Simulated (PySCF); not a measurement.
# GeClF (SMILES [F][Ge][Cl]) at 5 levels

We compute a comparison of 5 runs (HF/STO-3G, HF/pcseg-2, TPSS/pcseg-1, B3LYP/6-31G*, MP2/6-31G**) of GeClF. Input form: a Python script.

The calculation is run with PySCF 2.14.0.

**1. Starting point**

The species is GeClF (3 atoms), meant as a singlet with charge 0. SMILES: `[F][Ge][Cl]`. The shape is that of a PBE0-D4/def2-TZVP optimisation.

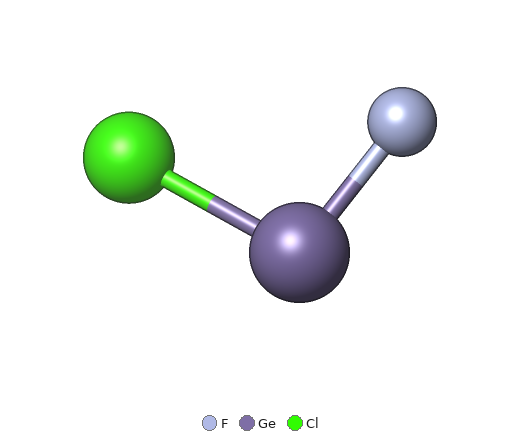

The structure, seen from a chosen angle (fluorine light blue, germanium purple, chlorine green).

**2. Energy and gradient at HF/STO-3G (run 1)**

Contents of job.py:

```python
from pyscf import gto, scf

molecule = gto.Mole()
molecule.atom = '''
F      0.208626     2.680954     0.389662
Ge    -1.441483     0.067274    -0.775355
Cl     1.212448    -2.870683     0.360938
'''
molecule.verbose = 4
molecule.max_memory = 1860
molecule.basis = 'sto-3g'
molecule.unit = 'bohr'
molecule.build()

mf = scf.RHF(molecule)
mf.conv_tol = 1e-10
mf.kernel()
if not mf.converged:
    mf = mf.newton().run(mf.mo_coeff, mf.mo_occ)

e_tot = mf.e_tot
print('Final energy', e_tot)
grad = mf.nuc_grad_method().kernel()
mf.analyze()
```

Run with:

```console
$ OMP_NUM_THREADS=1 python job.py
```

Output:

```text
PySCF version 2.14.0

[INPUT] num. atoms = 3
[INPUT] num. electrons = 58
[INPUT] charge = 0
[INPUT] spin (= nelec alpha-beta = 2S) = 0
[INPUT] symmetry False subgroup None
[INPUT] Mole.unit = bohr
[INPUT] Symbol           X                Y                Z      unit          X                Y                Z       unit  Magmom
[INPUT]  1 F      0.110400124805   1.418699760325   0.206200250362 AA    0.208626000000   2.680954000000   0.389662000000 Bohr   0.0
[INPUT]  2 Ge    -0.762799953529   0.035599867687  -0.410300196373 AA   -1.441483000000   0.067274000000  -0.775355000000 Bohr   0.0
[INPUT]  3 Cl     0.641599851026  -1.519100023375   0.191000164155 AA    1.212448000000  -2.870683000000   0.360938000000 Bohr   0.0

nuclear repulsion = 246.377355161788
number of shells = 16
number of NR pGTOs = 96
number of NR cGTOs = 32
basis = sto-3g
ecp = {}

[... 51 lines left out ...]
Total Energy =                       -2604.415171591725539
[... 3 lines left out ...]
Two-electron Coulomb Energy =         1408.496190038355735
[... 5 lines left out ...]
MO #3   energy= -50.4150620071156  occ= 2
[... 3 lines left out ...]
MO #7   energy= -25.8626553139039  occ= 2
[... 3 lines left out ...]
MO #11  energy= -7.74084326124498  occ= 2
[... 3 lines left out ...]
MO #15  energy= -4.55180553677361  occ= 2
[... 3 lines left out ...]
MO #19  energy= -0.69592269857389  occ= 2
[... 3 lines left out ...]
MO #23  energy= -0.585176143699054 occ= 2
[... 3 lines left out ...]
MO #27  energy= -0.377541940402777 occ= 2
[... 3 lines left out ...]
MO #31  energy= 0.323627145220334  occ= 0
MO #32  energy= 0.411766521776585  occ= 0
 ** Mulliken pop on meta-lowdin orthogonal AOs  **
 ** Mulliken pop  **
pop of  0 F 1s            1.99997
pop of  0 F 2s            1.90900
pop of  0 F 2px           1.82993
pop of  0 F 2py           1.66504
pop of  0 F 2pz           1.83099
pop of  1 Ge 1s           2.00000
pop of  1 Ge 2s           1.99998
pop of  1 Ge 3s           1.99999
pop of  1 Ge 4s           1.77726
pop of  1 Ge 2px          2.00000
pop of  1 Ge 2py          2.00000
pop of  1 Ge 2pz          2.00000
pop of  1 Ge 3px          1.99903
pop of  1 Ge 3py          1.99885
pop of  1 Ge 3pz          1.99896
pop of  1 Ge 4px          0.74077
pop of  1 Ge 4py          0.53182
pop of  1 Ge 4pz          0.38177
pop of  1 Ge 3dxy         1.99032
pop of  1 Ge 3dyz         1.99665
pop of  1 Ge 3dz^2        1.99737
pop of  1 Ge 3dxz         1.99770
pop of  1 Ge 3dx2-y2      1.99886
pop of  2 Cl 1s           2.00000
pop of  2 Cl 2s           1.99990
pop of  2 Cl 3s           1.93480
pop of  2 Cl 2px          1.99988
pop of  2 Cl 2py          1.99984
pop of  2 Cl 2pz          1.99996
pop of  2 Cl 3px          1.78144
pop of  2 Cl 3py          1.74223
pop of  2 Cl 3pz          1.89769
 ** Mulliken atomic charges  **
charge of    0F =     -0.23493
charge of    1Ge =      0.59067
charge of    2Cl =     -0.35574
Dipole moment(X, Y, Z, Debye): -2.01428,  1.71178, -0.91592
```

Wall time 4.2 s (1 thread of Intel Xeon at 2.50GHz (Skylake/Cascade Lake), shared host); peak memory 0.12 GiB.

**3. Energy and forces at HF/pcseg-2 (run 2)**

Contents of run.py:

```python
from pyscf import gto

mol = gto.M(
    atom='''
F      0.208626     2.680954     0.389662
Ge    -1.441483     0.067274    -0.775355
Cl     1.212448    -2.870683     0.360938
''',
    verbose=4,
    basis='pcseg-2',
    max_memory=1860,
    unit='bohr',
    spin=0,
)

mf = mol.RHF()
mf.conv_tol = 1e-10
mf.kernel()
if not mf.converged:
    mf = mf.newton().run(mf.mo_coeff, mf.mo_occ)

e_final = mf.e_tot
print('E = %.10f Eh' % e_final)
grad = mf.nuc_grad_method().kernel()
mf.analyze()
```

Run with:

```console
$ OMP_NUM_THREADS=1 python run.py
```

Output:

```text
PySCF version 2.14.0

[INPUT] num. atoms = 3
[INPUT] num. electrons = 58
[INPUT] charge = 0
[INPUT] spin (= nelec alpha-beta = 2S) = 0
[INPUT] symmetry False subgroup None
[INPUT] Mole.unit = bohr
[INPUT] Symbol           X                Y                Z      unit          X                Y                Z       unit  Magmom
[INPUT]  1 F      0.110400124805   1.418699760325   0.206200250362 AA    0.208626000000   2.680954000000   0.389662000000 Bohr   0.0
[INPUT]  2 Ge    -0.762799953529   0.035599867687  -0.410300196373 AA   -1.441483000000   0.067274000000  -0.775355000000 Bohr   0.0
[INPUT]  3 Cl     0.641599851026  -1.519100023375   0.191000164155 AA    1.212448000000  -2.870683000000   0.360938000000 Bohr   0.0

nuclear repulsion = 246.377355161788
number of shells = 12
number of NR pGTOs = 227
number of NR cGTOs = 107
basis = pcseg-2
ecp = {}

[... 55 lines left out ...]
One-electron Energy =                -4162.792960710363332
[... 11 lines left out ...]
MO #7   energy= -26.2636968659198  occ= 2
[... 9 lines left out ...]
MO #17  energy= -1.69106936625422  occ= 2
[... 9 lines left out ...]
MO #27  energy= -0.47484766434141  occ= 2
[... 9 lines left out ...]
MO #37  energy= 0.345962784280909  occ= 0
[... 9 lines left out ...]
MO #47  energy= 0.726433612733337  occ= 0
[... 9 lines left out ...]
MO #57  energy= 1.20673649546879   occ= 0
[... 9 lines left out ...]
MO #67  energy= 1.47951403904963   occ= 0
[... 9 lines left out ...]
MO #77  energy= 2.53465738397897   occ= 0
[... 9 lines left out ...]
MO #87  energy= 3.83936959219123   occ= 0
[... 9 lines left out ...]
MO #97  energy= 4.93420415190363   occ= 0
[... 9 lines left out ...]
MO #107 energy= 32.97852907939     occ= 0
[... 74 lines left out ...]
pop of  1 Ge 4f+3         0.00119
pop of  2 Cl 1s           2.00000
pop of  2 Cl 2s           1.99990
pop of  2 Cl 3s           1.87709
pop of  2 Cl 4s           0.00104
pop of  2 Cl 5s           0.00011
pop of  2 Cl 2px          1.99999
pop of  2 Cl 2py          1.99999
pop of  2 Cl 2pz          1.99999
pop of  2 Cl 3px          1.79863
pop of  2 Cl 3py          1.77306
pop of  2 Cl 3pz          1.87858
pop of  2 Cl 4px          0.00161
pop of  2 Cl 4py          0.00127
pop of  2 Cl 4pz          0.00069
pop of  2 Cl 5px          0.00042
pop of  2 Cl 5py          0.00049
pop of  2 Cl 5pz          0.00024
pop of  2 Cl 3dxy         0.00626
pop of  2 Cl 3dyz         0.00234
pop of  2 Cl 3dz^2        0.00188
pop of  2 Cl 3dxz         0.00170
pop of  2 Cl 3dx2-y2      0.00201
pop of  2 Cl 4dxy         0.00003
pop of  2 Cl 4dyz         0.00001
pop of  2 Cl 4dz^2        0.00001
pop of  2 Cl 4dxz         0.00001
pop of  2 Cl 4dx2-y2      0.00002
pop of  2 Cl 4f-3         0.00026
pop of  2 Cl 4f-2         0.00025
pop of  2 Cl 4f-1         0.00011
pop of  2 Cl 4f+0         0.00011
pop of  2 Cl 4f+1         0.00009
pop of  2 Cl 4f+2         0.00005
pop of  2 Cl 4f+3         0.00033
 ** Mulliken atomic charges  **
charge of    0F =     -0.57297
charge of    1Ge =      0.92153
charge of    2Cl =     -0.34856
Dipole moment(X, Y, Z, Debye): -2.24805, -0.23550, -1.24381
```

Run time: 57 s. Hardware: 1 thread of Intel Xeon at 2.50GHz (Skylake/Cascade Lake), shared host; peak memory 0.27 GiB.

Runs 3 to 4 aren't shown in full; the table further down has their settings and results.

**4. Energy and forces at MP2/6-31G(d,p) (spherical functions) (run 5)**

Contents of calc.py:

```python
from pyscf import gto, mp

system = gto.Mole()
system.atom = [
    ('F', (0.110400, 1.418700, 0.206200)),
    ('Ge', (-0.762800, 0.035600, -0.410300)),
    ('Cl', (0.641600, -1.519100, 0.191000)),
]
system.verbose = 4
system.spin = 0
system.basis = '6-31g**'
system.max_memory = 1860
system.build()

mf = system.RHF()
mf.conv_tol = 1e-10
mf.kernel()
if not mf.converged:
    mf = mf.newton().run(mf.mo_coeff, mf.mo_occ)

pt = mp.MP2(mf, frozen=15).run()
e_final = pt.e_tot
print('Final energy', e_final)
grad = pt.nuc_grad_method().kernel()
dip = mf.dip_moment()
pop, q = mf.mulliken_pop()
```

Run with:

```console
$ OMP_NUM_THREADS=1 python calc.py
```

Output:

```text
PySCF version 2.14.0

[INPUT] num. atoms = 3
[INPUT] num. electrons = 58
[INPUT] charge = 0
[INPUT] spin (= nelec alpha-beta = 2S) = 0
[INPUT] symmetry False subgroup None
[INPUT] Mole.unit = angstrom
[INPUT] Symbol           X                Y                Z      unit          X                Y                Z       unit  Magmom
[INPUT]  1 F      0.110400000000   1.418700000000   0.206200000000 AA    0.208625764152   2.680954452920   0.389661526885 Bohr   0.0
[INPUT]  2 Ge    -0.762800000000   0.035600000000  -0.410300000000 AA   -1.441483087818   0.067274250035  -0.775354628909 Bohr   0.0
[INPUT]  3 Cl     0.641600000000  -1.519100000000   0.191000000000 AA    1.212448281521  -2.870682955827   0.360937689792 Bohr   0.0

nuclear repulsion = 246.377352051105
number of shells = 26
number of NR pGTOs = 173
number of NR cGTOs = 64
basis = 6-31g**
ecp = {}

[... 41 lines left out ...]
converged SCF energy = -2634.07377082877
[... 8 lines left out ...]
Final energy -2634.609929313844
[... 6 lines left out ...]
Dipole moment(X, Y, Z, Debye): -2.31169,  0.05271, -1.24857
[... 29 lines left out ...]
pop of  1 Ge 5px          0.05553
pop of  1 Ge 5py         -0.00010
pop of  1 Ge 5pz          0.04509
pop of  1 Ge 3dxy         1.38587
pop of  1 Ge 3dyz         1.38184
pop of  1 Ge 3dz^2        1.38011
pop of  1 Ge 3dxz         1.37978
pop of  1 Ge 3dx2-y2      1.38243
pop of  1 Ge 4dxy         0.58966
pop of  1 Ge 4dyz         0.59211
pop of  1 Ge 4dz^2        0.59283
pop of  1 Ge 4dxz         0.59250
pop of  1 Ge 4dx2-y2      0.59109
pop of  1 Ge 5dxy         0.08216
pop of  1 Ge 5dyz         0.06161
pop of  1 Ge 5dz^2        0.05084
pop of  1 Ge 5dxz         0.04669
pop of  1 Ge 5dx2-y2      0.06577
pop of  2 Cl 1s           1.99972
pop of  2 Cl 2s           1.99835
pop of  2 Cl 3s           1.35628
pop of  2 Cl 4s           0.59466
pop of  2 Cl 2px          1.99378
pop of  2 Cl 2py          1.99367
pop of  2 Cl 2pz          1.99409
pop of  2 Cl 3px          1.18449
pop of  2 Cl 3py          1.17876
pop of  2 Cl 3pz          1.21086
pop of  2 Cl 4px          0.57767
pop of  2 Cl 4py          0.54913
pop of  2 Cl 4pz          0.66810
pop of  2 Cl 3dxy         0.00591
pop of  2 Cl 3dyz         0.00188
pop of  2 Cl 3dz^2        0.00167
pop of  2 Cl 3dxz         0.00146
pop of  2 Cl 3dx2-y2      0.00158
 ** Mulliken atomic charges  **
charge of    0F =     -0.54910
charge of    1Ge =      0.86114
charge of    2Cl =     -0.31204
```

Run time: 22 s. Hardware: 1 thread of Intel Xeon at 2.50GHz (Skylake/Cascade Lake), shared host; peak memory 0.4 GiB.

**5. Overview of the runs**

| run | level | integration grid | frozen core orbitals | energy (Eh) | dipole moment (D) of the reference | HOMO energy (eV) | LUMO energy (eV) | wall time |
| --- | --- | --- | --- | --- | --- | --- | --- | --- |
| 1 | HF/STO-3G | – | – | -2604.415172 | 2.80 | -7.78 | 3.87 | 4.2 s |
| 2 | HF/pcseg-2 | – | – | -2634.454149 | 2.58 | -11.03 | 0.06 | 57 s |
| 3 | TPSS/pcseg-1 | 5 | – | -2636.853697 | 2.24 | -7.46 | -3.68 | 34 s |
| 4 | B3LYP/6-31G* (spherical functions) | 5 | – | -2636.877466 | 2.23 | -8.17 | -2.99 | 25 s |
| 5 | MP2/6-31G** (spherical functions) | – | 15 | -2634.609929 | 2.63 | -10.99 | 0.15 | 22 s |

**6. Results**

| quantity | value |
| --- | --- |
| run 5: total energy | -2634.60993 Eh |
| run 5: dipole moment (Hartree–Fock density) | 2.63 D |
| run 5: HOMO energy (Hartree–Fock orbitals) | -10.99 eV |
| run 5: LUMO energy (Hartree–Fock orbitals) | 0.15 eV |
| run 5: HOMO–LUMO gap (Hartree–Fock orbitals) | 11.15 eV |
| run 5: correlation energy (15 core orbitals frozen) | -536.2 mEh |
| run 5: largest force on an atom | 0.048 eV/Å |

In words: Over runs 1, 2, 3, 4 the dipole moment (its size) runs from 2.23 D (B3LYP/6-31G*) to 2.80 D (HF/STO-3G). The two ends differ in method and basis. Over runs 1, 2, 3, 4 the HOMO–LUMO gap runs from 3.78 eV (TPSS/pcseg-1) to 11.64 eV (HF/STO-3G). Totals of different functionals can't be ranked against each other. In run 1 the basis is minimal, so the values are rough. All runs together took 2.4 min, the longest 57 s.
